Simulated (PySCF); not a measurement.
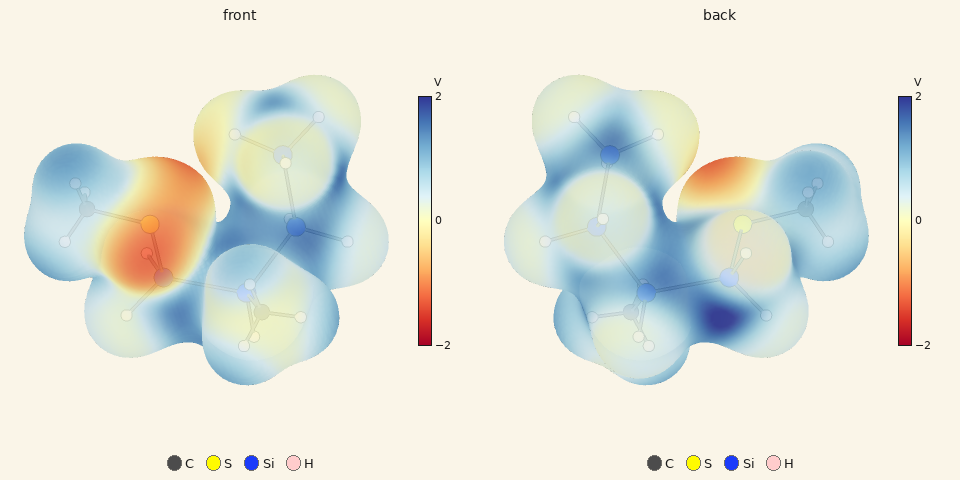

Figure. C₂H₁₄SSi₄. The molecular electrostatic potential painted on the density surface at 0.004 e/bohr³, seen from the front and from behind; red is negative and blue positive.

Geometry: GFN2-xTB.

Level of theory: PBE0/pcSseg-1, SCF density, gas phase, non-relativistic (PySCF 2.14.0).

Input file:

```
{"job": {"kind": "nmr", "xc": "PBE0", "basis": "pcSseg-1"}, "charge": 0, "multiplicity": 1}
C      3.081042     1.911488    -0.363927
S      1.408584     1.289777    -0.687636
Si     1.673215    -0.797079    -0.192533
Si    -0.461004    -1.694093    -0.251530
C     -1.218572    -1.312668    -1.960978
Si    -1.902154    -0.899056     1.408174
Si    -2.160052     1.402371     1.513568
H      3.087814     2.963305    -0.630732
H      3.796820     1.367774    -0.973195
H      3.313703     1.791711     0.690094
H      2.305693    -0.770128     1.131917
H      2.746479    -1.242354    -1.089820
H     -0.263163    -3.160400    -0.216051
H     -0.668043    -1.798228    -2.761527
H     -2.250942    -1.645038    -2.025519
H     -1.201659    -0.243372    -2.154958
H     -1.418458    -1.424997     2.697856
H     -3.214881    -1.554456     1.261965
H     -0.920396     2.063919     1.917782
H     -3.188274     1.820234     2.472339
H     -2.554673     1.948233     0.214239
```

Command:

```sh
OMP_NUM_THREADS=1 python probes_run.py task.json out
```

Q: Where is the surface potential most negative and most positive?

A: The most negative region (about −1.2 V) lies over S2, the most positive (about +1.8 V) over Si3.
